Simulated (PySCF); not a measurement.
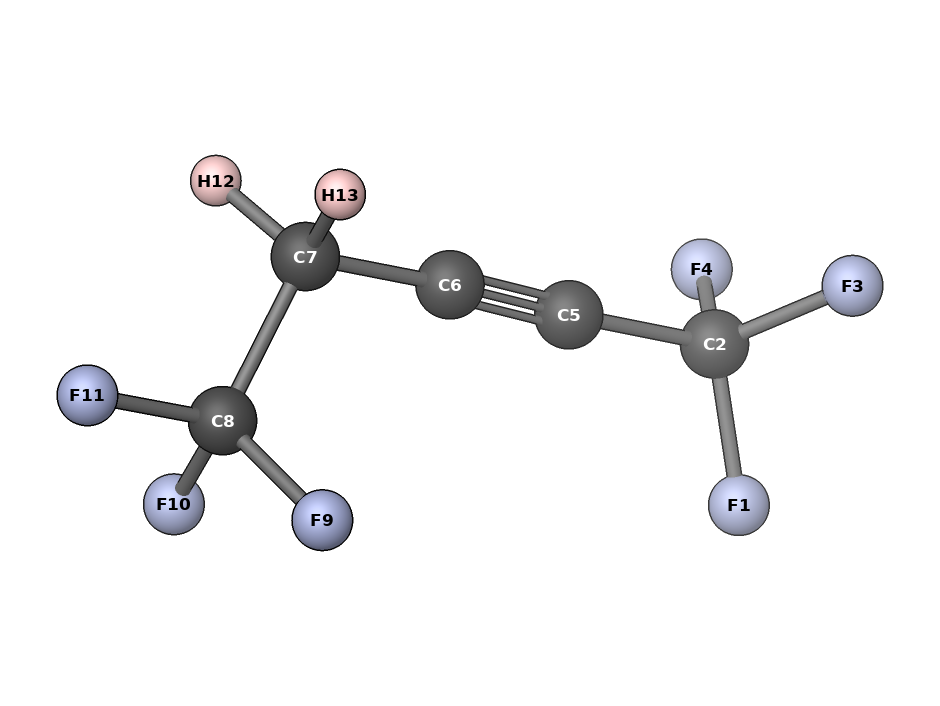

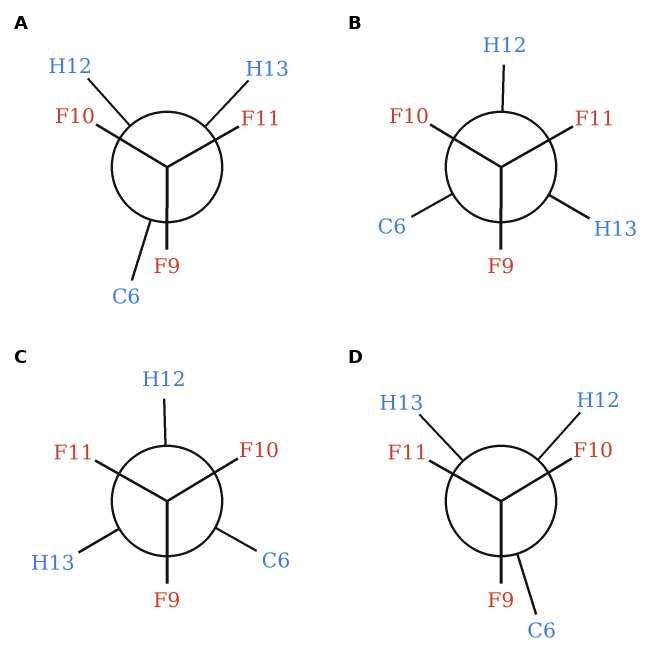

Atoms fade into the background with distance from the viewer. Bonds that would overlap in a projection are set slightly apart. Geometry: an end point of a reaction path computed with GFN2-xTB.

Q: Which Newman projection shows the view along C8–C7, with C8 in front?

A: B. The torsion angle F9–C8–C7–C6 is 61°, synclinal (gauche).
